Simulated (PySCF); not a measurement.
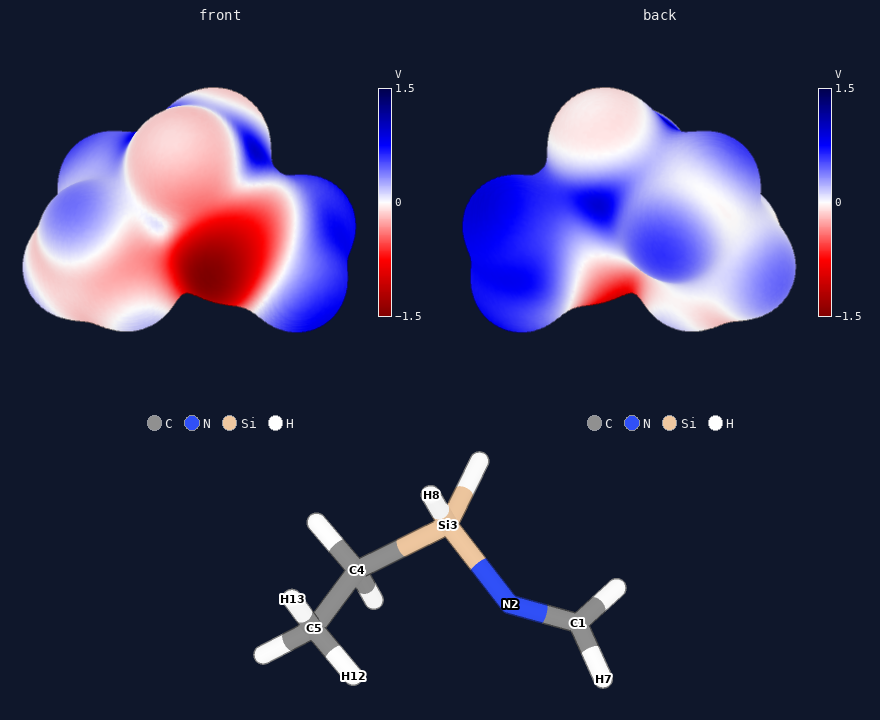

The picture shows: C₃H₉NSi (SMILES C=N[SiH2]CC). The molecular electrostatic potential painted on the density surface at 0.002 e/bohr³, seen from the front and from behind; the colour scale runs from red (negative) to blue (positive). The bare structure is drawn below in the same view.

Geometry: GFN2-xTB.

Theory: wB97X-D/def2-SVPD, SCF density, gas phase in PySCF.

Input

```
{"job": {"kind": "uv", "xc": "wB97X-D", "basis": "def2-SVPD", "nstates": 8, "ntriplets": 3}, "charge": 0, "multiplicity": 1}
C      2.526638    -0.182376    -0.723510
N      1.401797    -0.320820    -0.205113
Si     0.504815     0.522005     1.001348
C     -1.082886     1.093300     0.120621
C     -1.921102    -0.067462    -0.400453
H      3.244656     0.601934    -0.463892
H      2.850615    -0.880298    -1.493034
H      0.238096    -0.524985     1.987600
H      1.148614     1.682156     1.637589
H     -1.681375     1.682473     0.817170
H     -0.835087     1.756540    -0.710352
H     -1.339629    -0.682115    -1.082864
H     -2.254098    -0.695688     0.422688
H     -2.801732     0.294889    -0.929964
```

Run with:

```sh
OMP_NUM_THREADS=1 python probes_run.py task.json out
```

### Where is the surface potential most negative and most positive?

The most negative region (about −1.5 V, or −35 kcal/mol for a unit charge) lies over N2, the most positive (about +1.0 V, or +23 kcal/mol for a unit charge) over Si3. N2 is the likeliest acceptor of a hydrogen bond.
